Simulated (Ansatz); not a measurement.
**triplet HNO2: levels of theory compared**

Aim: a comparison of 6 runs (UHF/STO-3G, U-r2SCAN0/STO-3G, RPA@PBE/STO-3G, UCCSDT(Q)/STO-3G, UCCSDT/STO-3G, UCCSD/STO-3G) of triplet HNO2. 

The calculation is run with Ansatz 0.2.0.

54 further runs of the same task are left out: 1 that didn't finish, 53 set aside as unsound or not needed.

## 1. The structure to begin with

The species is HNO2 (4 atoms), meant as a triplet with charge 0. SMILES of the parent species: `O=NO`. Geometry: relaxed at GFN2-xTB. That shape belongs to the parent species and isn't relaxed for this state.

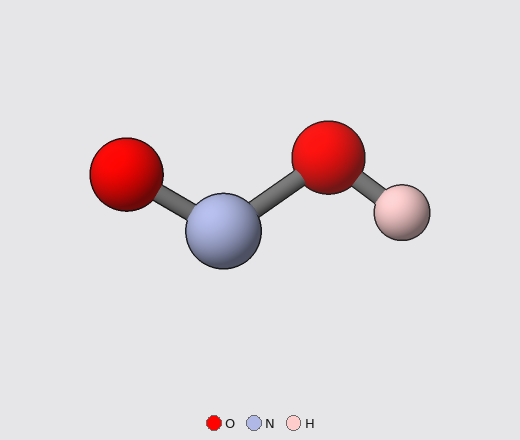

The structure, seen from a chosen angle (oxygen red, nitrogen light blue, hydrogen pink).

## 2. The energy at UHF/STO-3G (run 1)

job.yaml

```yaml
crystal:
  periodic: [false, false, false]
  atoms:
    - symbol: O
      position_ang: [0.424700, 0.045690, 1.471310]
    - symbol: "N"
      position_ang: [0.319310, -0.411420, 0.387280]
    - symbol: O
      position_ang: [-0.357270, 0.415910, -0.505360]
    - symbol: H
      position_ang: [-0.386730, -0.050180, -1.353230]
basis:
  gaussian:
    orbitals: STO-3G
hamiltonian:
  xc: hf
magnetization:
  spin_polarized: true
  initial_magnetization: 2
accuracy: high
```

On the command line:

```sh
$ ansatz run job.yaml --threads 1 --pin off --max-ram 2610MiB --events-out events.jsonl --progress --plain --runs-dir runs
```

The log of the run:

```text
Warning: RAYON_NUM_THREADS=1 ignored (pool sized by the plan → 1); use --threads N
Functional definition: HF
  name "HF"
  exchange = exact_x
  correlation = 0
275 factors; integrals over basis functions are off by at most 3.2e-8 eV
mean field evaluation 1: about -5491.6631 eV, gradient 1.3e1 eV
mean field evaluation 2: about -5491.8548 eV, gradient 1.3e1 eV
mean field evaluation 4: about -5493.1929 eV, gradient 2.1e0 eV
mean field evaluation 8: about -5493.3936 eV, gradient 1.7e-1 eV
mean field evaluation 16: about -5493.3927 eV, gradient 1.9e-8 eV
mean field evaluation 32: about -5489.1914 eV, gradient 1.0e1 eV
mean field -5493.39269566 eV, -201.8784580103 hartree, gradient 1.9e-8 eV, S^2 2.019573; 0 other end points of the search recorded, 0 dependent functions left out
reference -5493.39269566 eV, -201.8784580103 hartree; 13, 11 occupied and 3, 5 virtual orbitals, 275 factors
Total energy: -5493.39269566 eV, -201.8784580103 hartree
```

Wall time 0.08 s (1 thread of Intel Xeon Platinum 8559C (Emerald Rapids), shared host).

## 3. The energy at U-r2SCAN0/STO-3G (run 2)

run.yaml

```yaml
crystal:
  periodic: [false, false, false]
  atoms:
    - {symbol: O, position_ang: [0.424700, 0.045690, 1.471310]}
    - {symbol: N, position_ang: [0.319310, -0.411420, 0.387280]}
    - {symbol: O, position_ang: [-0.357270, 0.415910, -0.505360]}
    - {symbol: H, position_ang: [-0.386730, -0.050180, -1.353230]}
basis:
  gaussian: {orbitals: STO-3G}
magnetization: {spin_polarized: true, initial_magnetization: 2}
hamiltonian: {xc: {name: r2SCAN0}}
accuracy: high
```

On the command line:

```sh
$ ansatz run run.yaml --threads 1 --pin off --max-ram 2610MiB --events-out events.jsonl --progress --plain --runs-dir runs
```

The log of the run:

```text
Warning: RAYON_NUM_THREADS=1 ignored (pool sized by the plan → 1); use --threads N
Functional definition: r2SCAN0
  name "r2SCAN0"
  parameter a = 0.25
  parameter k0 = 0.174
  parameter k1 = 0.065
  parameter a1 = 4.9479
  exchange = (1 - a)*r2scan_x(k0 = k0, k1 = k1, a1 = a1) + a*exact_x
  correlation = r2scan_c
275 factors; integrals over basis functions are off by at most 3.2e-8 eV
mean field evaluation 1: about -5516.1589 eV, gradient 7.5e0 eV
mean field evaluation 2: about -5516.1917 eV, gradient 8.5e0 eV
mean field evaluation 4: about -5516.5782 eV, gradient 4.8e-1 eV
mean field evaluation 8: about -5516.5996 eV, gradient 1.0e-2 eV
mean field evaluation 16: about -5516.5996 eV, gradient 4.3e-6 eV
mean field -5516.59961644 eV, -202.7312966185 hartree, gradient 5.0e-8 eV, S^2 2.006521; 0 other end points of the search recorded, 0 dependent functions left out
reference -5516.59961677 eV, -202.7312966307 hartree; 13, 11 occupied and 3, 5 virtual orbitals, 275 factors
Total energy: -5516.59961677 eV, -202.7312966307 hartree
```

Run time: 1.9 s. Hardware: 1 thread of Intel Xeon Platinum 8559C (Emerald Rapids), shared host; peak memory 0.21 GiB.

Runs 3 to 5 aren't shown in full; the table further down has their settings and results.

## 4. A single-point energy at UCCSD/STO-3G (run 6)

in.yaml

```yaml
crystal:
  periodic: [false, false, false]
  atoms:
    - {symbol: O, position_ang: [0.424700, 0.045690, 1.471310]}
    - {symbol: "N", position_ang: [0.319310, -0.411420, 0.387280]}
    - {symbol: O, position_ang: [-0.357270, 0.415910, -0.505360]}
    - {symbol: H, position_ang: [-0.386730, -0.050180, -1.353230]}
basis:
  gaussian:
    orbitals: STO-3G
magnetization:
  spin_polarized: true
  initial_magnetization: 2
correlation:
  method: ccsd
  frozen_orbitals: {H: 0, "N": 1, O: 1}
accuracy: high
scf:
  omitted_lower_state_checks: [cluster_reference, increment]
```

On the command line:

```sh
$ ansatz run in.yaml --threads 1 --pin off --max-ram 2610MiB --events-out events.jsonl --progress --plain --runs-dir runs
```

The log of the run, shortened:

```text
Warning: RAYON_NUM_THREADS=1 ignored (pool sized by the plan → 1); use --threads N
[... 2 set-up lines as earlier in the session ...]
[...]
275 factors; integrals over basis functions are off by at most 3.2e-8 eV
[...]
mean field -5493.39269566 eV, -201.8784580103 hartree, gradient 1.9e-8 eV, S^2 2.019573; 2 other end points of the search recorded, 0 dependent functions left out
3 core orbitals not correlated: weight in the atoms' cores, before any rotation towards them, 1.000 or more for the frozen orbitals, at most 0.000 for the correlated occupied ones
reference -5493.39269566 eV, -201.8784580103 hartree; 10, 8 occupied and 3, 5 virtual orbitals, 275 factors
second order -2.75862369 eV of doubles, -0.00000000 eV of singles
cycle   1  -3.26710952 eV  change   -5.1e-1 eV  update   7.8e-2
[...]
cycle  26  -3.77679310 eV  change   6.7e-10 eV  update   1.7e-9
Total energy: -5497.16948876 eV, -202.0172525967 hartree
Checks for a lower state left out: cluster_reference, increment
```

Run time: 0.18 s. Hardware: 1 thread of Intel Xeon Platinum 8559C (Emerald Rapids), shared host.

## 5. All runs side by side

```csv
run,level,frozen core orbitals,energy (Eh),⟨S²⟩,wall time
1,UHF/STO-3G,–,-201.878458,2.020,0.08 s
2,U-r2SCAN0/STO-3G,–,-202.731297,2.007,1.9 s
3,RPA@PBE/STO-3G,3,-202.106072,2.001,0.86 s
4,UCCSDT(Q)/STO-3G,3,-202.020997,2.020,0.84 s
5,UCCSDT/STO-3G,3,-202.020629,2.020,0.54 s
6,UCCSD/STO-3G,3,-202.017253,2.020,0.18 s
```

## 6. Outcome

| quantity | value |
| --- | --- |
| run 6: total energy | -202.01725 Eh |
| run 6: correlation energy (3 core orbitals frozen) | -138.8 mEh |
| run 6: ⟨S²⟩ of the reference determinant | 2.020 |
| run 6: T1 diagnostic | 0.035 |

What this shows: Below the UHF energy at the same shape and in the same basis (STO-3G): UCCSDT(Q) -142.5 mEh; UCCSDT -142.2 mEh; UCCSD -138.8 mEh. In runs 1, 2, 3, 4, 5, 6 the basis is minimal, so the values are rough. All runs together took 4.4 s, the longest 1.9 s.
